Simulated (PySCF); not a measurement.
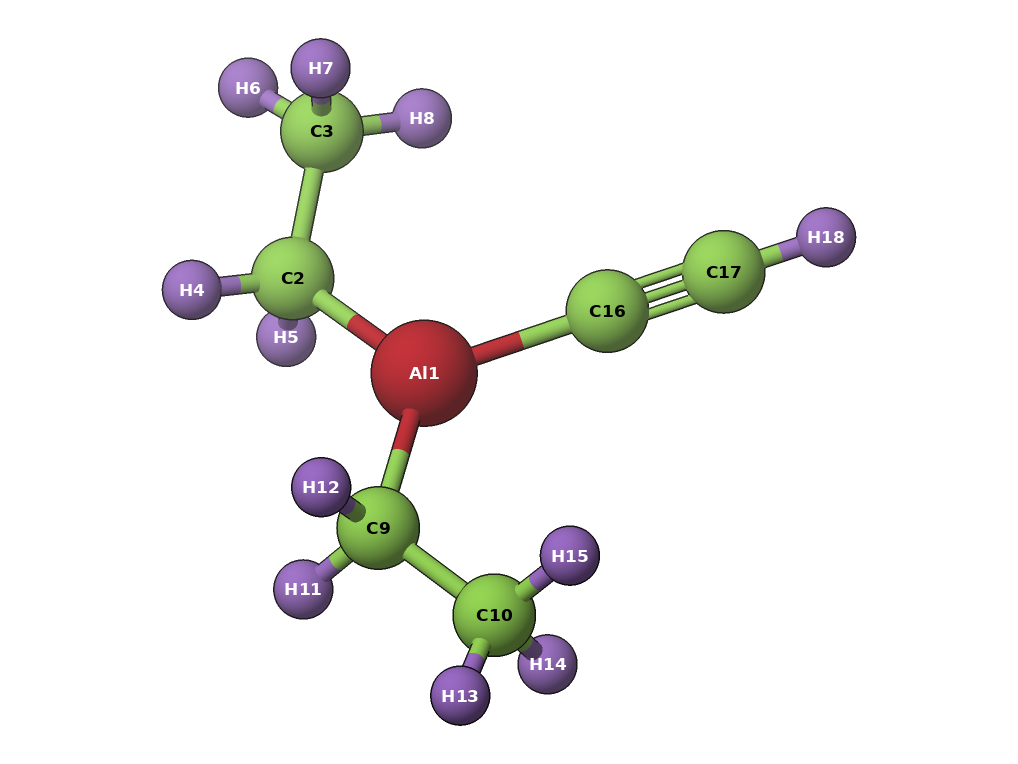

The computed structure is the end point of a PBE0-D3(BJ)/def2-SVP optimisation. No frequency run is at hand to confirm it as a minimum. Properties computed with delta-SCF UKS SCAN, pcX-2 on the ionised atom (unc-x2c-TZVPall on a metal), pcseg-1 elsewhere, spin-free X2C (PySCF 2.14.0).

Give the core-electron binding energies (to vacuum; p and d levels without spin–orbit splitting) of Al1 1s, Al1 2p, C2 1s, C3 1s, C16 1s, C17 1s.

```
atom  level  binding energy (eV)
 Al1     1s               1566.2
 Al1     2p                 79.8
  C2     1s                289.5
  C3     1s                290.4
 C16     1s                289.7
 C17     1s                290.2
```
